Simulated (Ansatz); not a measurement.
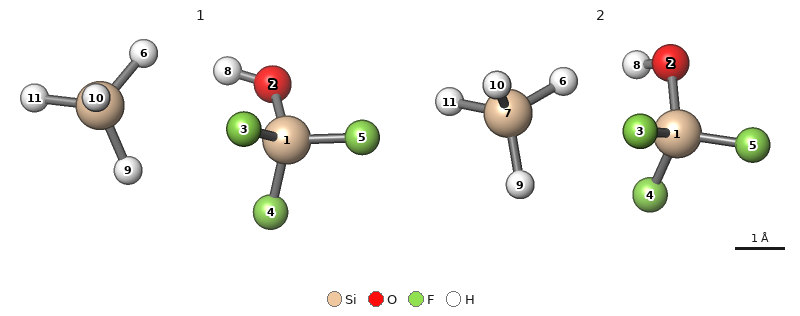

Two geometries of Si2H5OF3, drawn at one scale. One is the start of a relaxation, the other its converged end. A ball-and-stick model, seen from a free direction.

Theory: Ansatz 0.2.0, RKS PBE-D4/def2-SVP. (no spin polarisation; force threshold 0.03 eV/Å; at most 50 steps)

Question: Which one is relaxed?

Answer: Structure 1 is the relaxed one. The run prepares an end point of a later path (reaction) calculation, from a guessed geometry. H6 moves most after the best rigid fit: 0.71 Å. Largest moves by element: H 0.71 Å, F 0.63 Å, O 0.51 Å, Si 0.24 Å. Near-neighbour distances that change, for instance: Si1–O2 1.708 → 1.635 Å, H6–Si7 1.453 → 1.511 Å, Si1–F3 1.615 → 1.620 Å. Bond angles that change, for instance: Si1–O2–H8 112.5° → 115.9°, F3–Si1–F5 106.5° → 109.0°. Groups turn about Si1–O2 by about 55°. Over 21 accepted moves (23 points after the start) the energy falls by 23.0 kJ/mol. The largest force component goes from 1.7 to 0.016 eV/Å. The line search rejected the trial steps at points 4, 19 of the run. The forces were under the threshold at step 10, but the run went on from there. The run took 54 s on 2 threads of Intel(R) Xeon(R) Platinum 8488C (Sapphire Rapids) (shared host), peak memory 0.17 GiB.
